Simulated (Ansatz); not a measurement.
**CH₆BGe (SMILES C[B][GeH3]) (doublet): density, localisation and related maps**

```xyz
9

C    -0.7988    1.1072   -0.9984
B    -0.0868   -0.2196   -0.7110
Ge    0.7513   -1.1311    0.9123
H    -1.3784    1.1370   -1.9242
H     0.0289    1.8270   -1.1230
H    -1.4055    1.4883   -0.1688
H     2.2502   -1.3581    0.6430
H     0.1003   -2.5151    1.0910
H     0.6273   -0.3820    2.2619
```

Geometry: PBE0-D4/def2-TZVP.

The calculation used UKS PBE0-D4/def2-TZVPP in Ansatz 0.2.0.

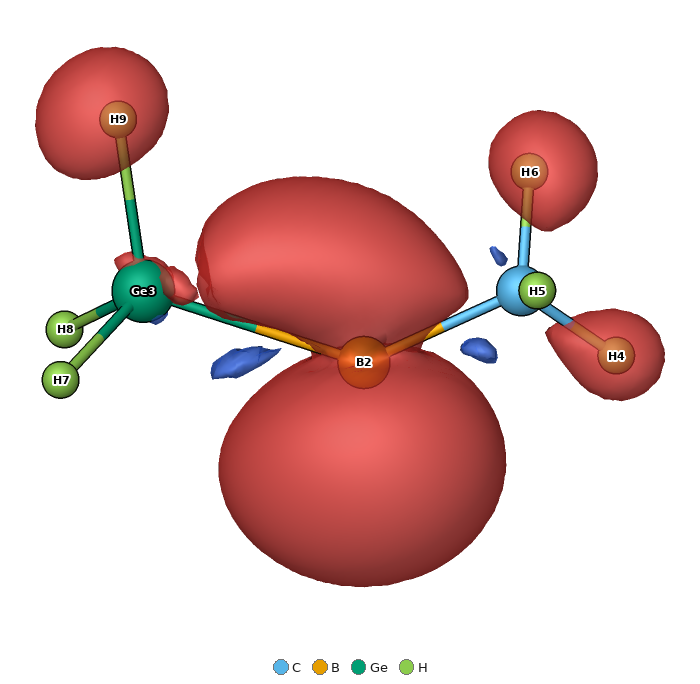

Figure 1. Isosurfaces of the spin density at +0.015 (red) and −0.015 e/Å³ (blue), seen across its widest extent.

Where is the unpaired spin?

Answer. The unpaired spin (1 electron) lies mostly on B2 (about 0.7) and Ge3 (about 0.1), in electrons by Hirshfeld's partition.

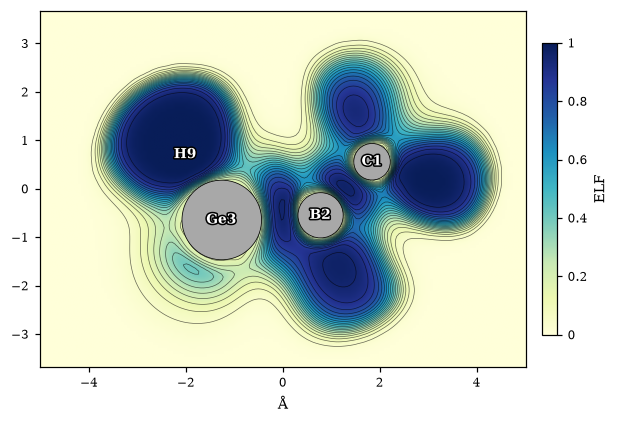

Figure 2. Electron localisation function on the plane of atoms C1, B2 and Ge3. Grey discs cover the atomic cores.

Read the bonding off the picture.

Answer. The plane passes through C, B, Ge and H nuclei.
C–B (1.53 Å): the ELF peaks at about 0.95 between the atoms; a covalent bond.
Ge–B (2.04 Å): the ELF peaks at about 0.95 between the atoms (localised, covalent bonding).
Ge–H (1.55 Å): the ELF climbs to about 1 towards the hydrogen.
The ELF also peaks beside B2, away from the bonds: non-bonding electrons, paired or unpaired.

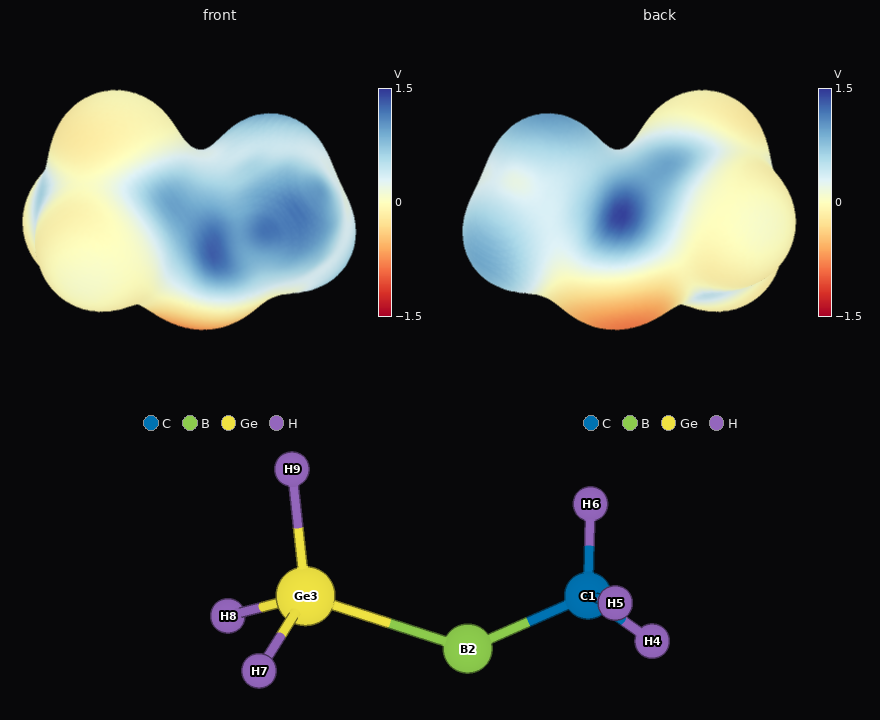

Figure 3. The electrostatic potential painted on the density surface at 0.002 e/bohr³, seen from the front and from behind; red is negative and blue positive. The bare structure is drawn below in the same view.

Where is the surface potential most negative and most positive?

Answer. The most negative region (about −0.8 V) lies over C1, the most positive (about +1.3 V) over B2.
